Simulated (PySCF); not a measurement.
```yaml
atoms:
  - { symbol: C, position_ang: [2.8017, -0.3650, -0.0541] }
  - { symbol: Si, position_ang: [1.3107, -0.4701, -1.2435] }
  - { symbol: Si, position_ang: [0.3442, 1.6750, -1.5275] }
  - { symbol: Si, position_ang: [-1.3899, 1.1257, -0.0087] }
  - { symbol: C, position_ang: [-1.0746, 1.9125, 1.7015] }
  - { symbol: Si, position_ang: [-0.6446, -1.1612, -0.0079] }
  - { symbol: N, position_ang: [-0.5487, -1.8720, 1.5706] }
  - { symbol: P, position_ang: [-1.8852, -2.6937, -1.1102] }
  - { symbol: H, position_ang: [3.1562, -1.3467, 0.2458] }
  - { symbol: H, position_ang: [3.6385, 0.1605, -0.5032] }
  - { symbol: H, position_ang: [2.5277, 0.1723, 0.8496] }
  - { symbol: H, position_ang: [1.8264, -1.2031, -2.4171] }
  - { symbol: H, position_ang: [1.1823, 2.8348, -1.1906] }
  - { symbol: H, position_ang: [-0.1019, 1.9886, -2.8926] }
  - { symbol: H, position_ang: [-2.7866, 1.4816, -0.3350] }
  - { symbol: H, position_ang: [-0.0483, 1.7389, 2.0129] }
  - { symbol: H, position_ang: [-1.2337, 2.9864, 1.6867] }
  - { symbol: H, position_ang: [-1.7223, 1.4945, 2.4663] }
  - { symbol: H, position_ang: [0.0503, -1.4684, 2.2714] }
  - { symbol: H, position_ang: [-0.6164, -2.8708, 1.6925] }
  - { symbol: H, position_ang: [-3.0810, -2.0461, -0.8856] }
  - { symbol: H, position_ang: [-1.7152, -2.0544, -2.3222] }
```

Geometry: GFN2-xTB.

Computed with PBE0/pcSseg-1, SCF density, gas phase, non-relativistic (PySCF).

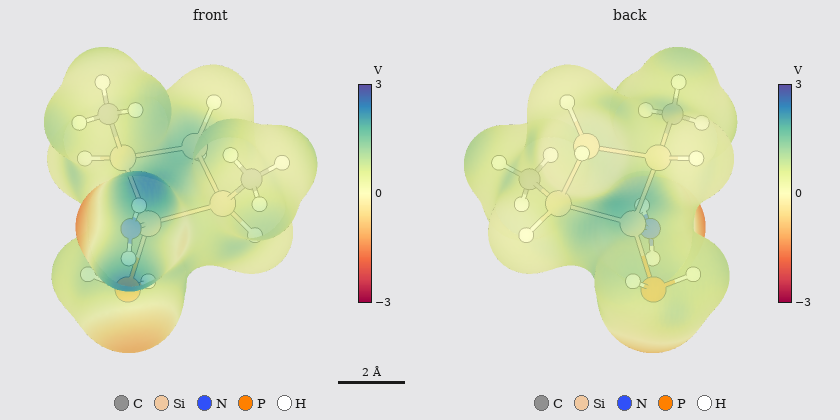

C2H14NPSi4. The electrostatic potential painted on the density surface at 0.004 e/bohr³, seen from the front and from behind; red is negative and blue positive.

Q: Which sites attract a positive test charge, and which a negative one?

A: A positive charge is drawn to the negative regions and a negative charge to the positive ones. The most negative region (about −1.3 V, or −30 kcal/mol for a unit charge) lies over N7, the most positive (about +2.2 V, or +51 kcal/mol for a unit charge) over H19 and H20. N7 is the likeliest acceptor of a hydrogen bond.
